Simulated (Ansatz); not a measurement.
# C₄H₇ClF₂Si: geometry at several levels

The task, for C₄H₇ClF₂Si: geometry at several levels.

Computed with Ansatz 0.2.0 (the levels named in each step, unless a step's input says otherwise).

## 1. Starting point

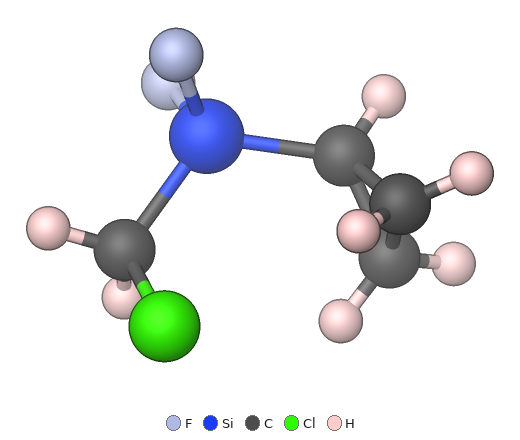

The starting structure, seen from a chosen angle (fluorine light blue, silicon blue, carbon dark grey, chlorine green, hydrogen pink).

Structure file:

```xyz
15

F     0.4049   -1.5999    1.7736
Si    0.1393   -0.3283    0.8255
F     0.5930    0.8685    1.7916
C     1.4008   -0.4606   -0.5920
Cl    1.1490    0.7853   -1.8531
C    -1.6684   -0.2145    0.3741
C    -2.1720   -0.5093   -1.0190
C    -2.2029    0.8876   -0.5097
H     2.4167   -0.3226   -0.2245
H     1.3495   -1.4236   -1.0956
H    -2.3385   -0.5204    1.1709
H    -1.4516   -0.7545   -1.7834
H    -3.1014   -1.0504   -1.1088
H    -1.5038    1.5967   -0.9238
H    -3.1546    1.3218   -0.2438
```

## 2. A rough first relaxation, PBE-D4/def2-SVP

This run stands in another session on the same molecule. It ended at:

```xyz
15

F     0.3823   -1.6340    1.7729
Si    0.1469   -0.3093    0.8386
F     0.6072    0.9615    1.7564
C     1.3693   -0.4754   -0.5876
Cl    1.1383    0.8455   -1.8049
C    -1.6364   -0.1989    0.3811
C    -2.1335   -0.5132   -1.0286
C    -2.2113    0.8924   -0.5139
H     2.4133   -0.4178   -0.2205
H     1.2457   -1.4442   -1.1114
H    -2.3011   -0.5351    1.1969
H    -1.3872   -0.7242   -1.8113
H    -3.0599   -1.1017   -1.1141
H    -1.5183    1.6334   -0.9409
H    -3.1954    1.2966   -0.2306
```

## 3. Relaxation, r2SCAN-D4/def2-TZVP

input.yaml reads:

```yaml
crystal:
  periodic: [false, false, false]
  atoms:
    - { symbol: F, position_ang: [0.38226931, -1.63398634, 1.77288527] }
    - { symbol: Si, position_ang: [0.14687153, -0.30934341, 0.83856484] }
    - { symbol: F, position_ang: [0.60715724, 0.96153439, 1.7563559] }
    - { symbol: C, position_ang: [1.36932664, -0.47535837, -0.58761829] }
    - { symbol: Cl, position_ang: [1.1383492, 0.84553777, -1.80490624] }
    - { symbol: C, position_ang: [-1.63636331, -0.1989208, 0.38105212] }
    - { symbol: C, position_ang: [-2.13349746, -0.51318943, -1.02857279] }
    - { symbol: C, position_ang: [-2.2112648, 0.89243773, -0.51388126] }
    - { symbol: H, position_ang: [2.41326678, -0.41781622, -0.2205362] }
    - { symbol: H, position_ang: [1.2457247, -1.44415436, -1.11135317] }
    - { symbol: H, position_ang: [-2.30108684, -0.53505735, 1.19690455] }
    - { symbol: H, position_ang: [-1.38716933, -0.72415006, -1.81129934] }
    - { symbol: H, position_ang: [-3.05993309, -1.10168473, -1.11408419] }
    - { symbol: H, position_ang: [-1.51828187, 1.63341602, -0.94086607] }
    - { symbol: H, position_ang: [-3.19544869, 1.29656517, -0.23062513] }
basis:
  gaussian: { orbitals: def2-TZVP }
hamiltonian:
  xc: r2scan
  dispersion: d4
relax:
  f_tol: 0.004
  max_steps: 150
```

Command:

```sh
> ansatz run input.yaml --threads 4 --pin off --max-ram 10240MiB --backend cpu --events-out ev --progress --plain --runs-dir out
```

Standard output, cut to the lines that bear on the results:

```text
Warning: RAYON_NUM_THREADS=4 ignored (pool sized by the plan → 4); use --threads N
[...]
Functional definition: r2SCAN
[...]
1848 factors; their error is unknown
[...]
mean field -30098.06600445 eV, -1106.0835244616 hartree, gradient 5.9e-5 eV, S^2 0.000000; 0 other end points of the search recorded, 0 dependent functions left out
[...]
reference -30098.06601755 eV, -1106.0835249429 hartree; 40, 40 occupied and 262, 262 virtual orbitals, 1848 factors
relax step   1: F+E_penalty+E_count = -30098.17581810 eV  Δ(F+E_penalty+E_count) = +0.000e0 eV  max|allowed force component| = 1.079e0 eV/Å  Δτ_max = 0.0000 Å  (34 SCF iters, accepted)
[...]
relax step   3: F+E_penalty+E_count = -30098.28795114 eV  Δ(F+E_penalty+E_count) = -2.698e-2 eV  max|allowed force component| = 4.462e-2 eV/Å  Δτ_max = 0.0326 Å  (33 SCF iters, accepted)
[...]
relax step   5: F+E_penalty+E_count = -30098.28943836 eV  Δ(F+E_penalty+E_count) = -5.962e-4 eV  max|allowed force component| = 3.247e-2 eV/Å  Δτ_max = 0.0254 Å  (33 SCF iters, accepted)
[...]
relax step   7: F+E_penalty+E_count = -30098.28985359 eV  Δ(F+E_penalty+E_count) = -8.028e-5 eV  max|allowed force component| = 1.077e-2 eV/Å  Δτ_max = 0.0089 Å  (34 SCF iters, accepted)
[...]
relax step   8: F+E_penalty+E_count = -30098.28989991 eV  Δ(F+E_penalty+E_count) = -4.632e-5 eV  max|allowed force component| = 4.881e-3 eV/Å  Δτ_max = 0.0096 Å  (34 SCF iters, accepted)
[...]
reference -30098.17985624 eV, -1106.0877084377 hartree; 40, 40 occupied and 262, 262 virtual orbitals, 1848 factors
Total energy: -30098.28992242 eV, -1106.0917532952 hartree
Atom 0 at     0.379016    -1.531670     1.800661 Å, force    -0.000207    -0.002135     0.000096 eV/Å
Atom 1 at     0.144758    -0.289099     0.827192 Å, force    -0.000688     0.001996     0.001833 eV/Å
Atom 2 at     0.594138     0.998702     1.645860 Å, force    -0.000102     0.000826    -0.000965 eV/Å
Atom 3 at     1.351972    -0.509356    -0.579626 Å, force    -0.001113    -0.000774    -0.000407 eV/Å
Atom 4 at     1.202464     0.868753    -1.733691 Å, force     0.000359     0.000044    -0.000454 eV/Å
Atom 5 at    -1.622648    -0.214758     0.375810 Å, force     0.001164    -0.000995    -0.001079 eV/Å
Atom 6 at    -2.113623    -0.503752    -1.034265 Å, force     0.000405    -0.001007     0.001045 eV/Å
Atom 7 at    -2.216952     0.878892    -0.492042 Å, force    -0.000340     0.000556    -0.000992 eV/Å
Atom 8 at     2.382111    -0.518576    -0.219997 Å, force     0.001016     0.000424     0.000506 eV/Å
Atom 9 at     1.176364    -1.426595    -1.143116 Å, force     0.000726    -0.000112    -0.000590 eV/Å
Atom 10 at    -2.282115    -0.573896     1.162796 Å, force    -0.000523    -0.000130     0.000685 eV/Å
Atom 11 at    -1.374003    -0.686168    -1.805092 Å, force    -0.000892     0.001352    -0.000776 eV/Å
Atom 12 at    -3.017649    -1.092363    -1.126064 Å, force    -0.000397    -0.000193     0.000915 eV/Å
Atom 13 at    -1.548819     1.631390    -0.891032 Å, force     0.000947     0.000311     0.001023 eV/Å
Atom 14 at    -3.195095     1.244328    -0.205374 Å, force    -0.000356    -0.000161    -0.000839 eV/Å
Dipole moment:    -0.256438    -0.245756    -0.214809 e Å
```

Wall time 53 s (4 threads of Intel Xeon Platinum 8488C (Sapphire Rapids), shared host); peak memory 0.59 GiB.

The steps of the relaxation:

| step | energy from step 1 (eV) | largest force component (eV/Å) |
| --- | --- | --- |
| 1 | 0.0000 | 1.0789 |
| 2 | -0.0852 | 0.7902 |
| 3 | -0.1121 | 0.0446 |
| 4 | -0.1130 | 0.0218 |
| 5 | -0.1136 | 0.0325 |
| 6 | -0.1140 | 0.0190 |
| 7 | -0.1140 | 0.0108 |
| 8 | -0.1141 | 0.0049 |
| 9 | -0.1141 | 0.0021 |

Step 1 is the start.

Before: Bond lengths (14 of 15 bonds, heavy atoms first): F1–Si2 1.638 Å, Si2–F3 1.634 Å, Si2–C4 1.886 Å, C4–Cl5 1.811 Å, Si2–C6 1.844 Å, C6–C7 1.527 Å, C6–C8 1.524 Å, C7–C8 1.499 Å, C4–H9 1.108 Å, C4–H10 1.108 Å, C6–H11 1.105 Å, C7–H12 1.102 Å, C7–H13 1.101 Å, C8–H14 1.101 Å. Angles (14 of 30 angles, heavy atoms first): F1–Si2–F3 105.6°, F1–Si2–C4 105.5°, F1–Si2–C6 109.2°, F3–Si2–C4 108.1°, F3–Si2–C6 111.4°, C4–Si2–C6 116.4°, Si2–C4–Cl5 111.2°, Si2–C6–C7 122.1°, Si2–C6–C8 123.6°, C7–C6–C8 58.8°, C6–C7–C8 60.5°, C6–C8–C7 60.7°, Si2–C4–H9 110.8°, Si2–C4–H10 111.2°.

After: Bond lengths (14 of 15 bonds, heavy atoms first): F1–Si2 1.596 Å, Si2–F3 1.591 Å, Si2–C4 1.867 Å, C4–Cl5 1.804 Å, Si2–C6 1.826 Å, C6–C7 1.521 Å, C6–C8 1.517 Å, C7–C8 1.489 Å, C4–H9 1.091 Å, C4–H10 1.091 Å, C6–H11 1.088 Å, C7–H12 1.084 Å, C7–H13 1.083 Å, C8–H14 1.083 Å. Angles (14 of 30 angles, heavy atoms first): F1–Si2–F3 106.0°, F1–Si2–C4 105.8°, F1–Si2–C6 108.9°, F3–Si2–C4 107.5°, F3–Si2–C6 111.6°, C4–Si2–C6 116.4°, Si2–C4–Cl5 109.8°, Si2–C6–C7 122.3°, Si2–C6–C8 123.4°, C7–C6–C8 58.7°, C6–C7–C8 60.5°, C6–C8–C7 60.8°, Si2–C4–H9 111.3°, Si2–C4–H10 112.6°.

## 4. Relaxation, B3LYP-D4/def2-TZVP

input.yaml: that of step 3 with these lines changed.

```diff
@@ -21,3 +21,3 @@
 hamiltonian:
-  xc: r2scan
+  xc: { name: B3LYP }
   dispersion: d4
```

Command:

```sh
> ansatz run input.yaml --threads 4 --pin off --max-ram 10240MiB --backend cpu --events-out ev --progress --plain --runs-dir out
```

Standard output, cut to the lines that bear on the results:

```text
Warning: RAYON_NUM_THREADS=4 ignored (pool sized by the plan → 4); use --threads N
[...]
Functional definition: B3LYP
[...]
1864 factors; their error is unknown
[...]
mean field -30105.32268096 eV, -1106.3502024045 hartree, gradient 1.1e-5 eV, S^2 0.000000; 0 other end points of the search recorded, 0 dependent functions left out
[...]
reference -30105.32298565 eV, -1106.3502136017 hartree; 40, 40 occupied and 262, 262 virtual orbitals, 1864 factors
relax step   1: F+E_penalty+E_count = -30105.99447921 eV  Δ(F+E_penalty+E_count) = +0.000e0 eV  max|allowed force component| = 9.760e-1 eV/Å  Δτ_max = 0.0000 Å  (30 SCF iters, accepted)
[...]
relax step   3: F+E_penalty+E_count = -30106.09553258 eV  Δ(F+E_penalty+E_count) = -2.193e-2 eV  max|allowed force component| = 7.504e-2 eV/Å  Δτ_max = 0.0347 Å  (32 SCF iters, accepted)
[...]
Atom 5 at    -1.627209    -0.204050     0.380484 Å, force    -0.000636    -0.000406    -0.001159 eV/Å
Atom 6 at    -2.134313    -0.521708    -1.018356 Å, force     0.000189     0.001097     0.000604 eV/Å
Atom 7 at    -2.206630     0.878209    -0.513024 Å, force     0.000272    -0.000336     0.000118 eV/Å
Atom 8 at     2.385076    -0.476392    -0.211244 Å, force     0.000302    -0.000195    -0.000814 eV/Å
Atom 9 at     1.201752    -1.397201    -1.141770 Å, force    -0.000291     0.000161    -0.000261 eV/Å
Atom 10 at    -2.285415    -0.527463     1.181134 Å, force    -0.000074    -0.000687     0.000194 eV/Å
Atom 11 at    -1.409829    -0.740690    -1.791404 Å, force     0.000461    -0.000212     0.000128 eV/Å
Atom 12 at    -3.048086    -1.095428    -1.089422 Å, force     0.000116    -0.000321     0.000074 eV/Å
Atom 13 at    -1.531291     1.606803    -0.938304 Å, force     0.000239     0.000230     0.000183 eV/Å
Atom 14 at    -3.173183     1.272770    -0.230910 Å, force     0.000015    -0.000094    -0.000078 eV/Å
Dipole moment:    -0.260750    -0.227744    -0.225630 e Å
```

Wall time 65 s (4 threads of Intel Xeon Platinum 8488C (Sapphire Rapids), shared host); peak memory 1.3 GiB.

Step by step:

| step | energy from step 1 (eV) | largest force component (eV/Å) |
| --- | --- | --- |
| 1 | 0.0000 | 0.9760 |
| 2 | -0.0791 | 0.7327 |
| 3 | -0.1011 | 0.0750 |
| 4 | -0.1017 | 0.0202 |
| 5 | -0.1019 | 0.0075 |
| 6 | -0.1021 | 0.0128 |
| 7 | -0.0994 | 0.2074 |
| 8 | -0.1021 | 0.0094 |
| 9 | -0.1021 | 0.0014 |

Step 1 is the start. Steps 7, 8 were tried and not accepted.

Before: Bond lengths (14 of 15 bonds, heavy atoms first): F1–Si2 1.638 Å, Si2–F3 1.634 Å, Si2–C4 1.886 Å, C4–Cl5 1.811 Å, Si2–C6 1.844 Å, C6–C7 1.527 Å, C6–C8 1.524 Å, C7–C8 1.499 Å, C4–H9 1.108 Å, C4–H10 1.108 Å, C6–H11 1.105 Å, C7–H12 1.102 Å, C7–H13 1.101 Å, C8–H14 1.101 Å. Angles (14 of 30 angles, heavy atoms first): F1–Si2–F3 105.6°, F1–Si2–C4 105.5°, F1–Si2–C6 109.2°, F3–Si2–C4 108.1°, F3–Si2–C6 111.4°, C4–Si2–C6 116.4°, Si2–C4–Cl5 111.2°, Si2–C6–C7 122.1°, Si2–C6–C8 123.6°, C7–C6–C8 58.8°, C6–C7–C8 60.5°, C6–C8–C7 60.7°, Si2–C4–H9 110.8°, Si2–C4–H10 111.2°.

After: Bond lengths (14 of 15 bonds, heavy atoms first): F1–Si2 1.600 Å, Si2–F3 1.595 Å, Si2–C4 1.873 Å, C4–Cl5 1.811 Å, Si2–C6 1.829 Å, C6–C7 1.521 Å, C6–C8 1.518 Å, C7–C8 1.490 Å, C4–H9 1.089 Å, C4–H10 1.089 Å, C6–H11 1.086 Å, C7–H12 1.082 Å, C7–H13 1.081 Å, C8–H14 1.081 Å. Angles (14 of 30 angles, heavy atoms first): F1–Si2–F3 105.9°, F1–Si2–C4 105.4°, F1–Si2–C6 109.1°, F3–Si2–C4 107.8°, F3–Si2–C6 111.3°, C4–Si2–C6 116.7°, Si2–C4–Cl5 111.6°, Si2–C6–C7 122.5°, Si2–C6–C8 123.5°, C7–C6–C8 58.7°, C6–C7–C8 60.5°, C6–C8–C7 60.8°, Si2–C4–H9 110.8°, Si2–C4–H10 111.8°.

## 5. Geometries side by side

| level | F1–Si2 (Å) | Si2–F3 (Å) | Si2–C4 (Å) | rotational constants (MHz) | dipole (D) | CPU time |
| --- | --- | --- | --- | --- | --- | --- |
| r2SCAN-D4/def2-TZVP | 1.5958 | 1.5908 | 1.8668 | 1482.7, 1295.6, 900.02 | 1.99 | 3.1 min |
| B3LYP-D4/def2-TZVP | 1.6003 | 1.5953 | 1.8735 | 1474.6, 1269.3, 885.9 | 1.98 | 3.9 min |

Constants are for the commonest isotopes at the equilibrium geometry; times are CPU times of the relaxations.

## 6. Outcome

| quantity | value |
| --- | --- |
| F1–Si2 at B3LYP-D4/def2-TZVP | 1.600 Å |
| Si2–F3 at B3LYP-D4/def2-TZVP | 1.595 Å |
| Si2–C4 at B3LYP-D4/def2-TZVP | 1.873 Å |

What this shows: The F1–Si2 distance spreads over 0.005 Å, from r2SCAN-D4/def2-TZVP (shortest) to B3LYP-D4/def2-TZVP.
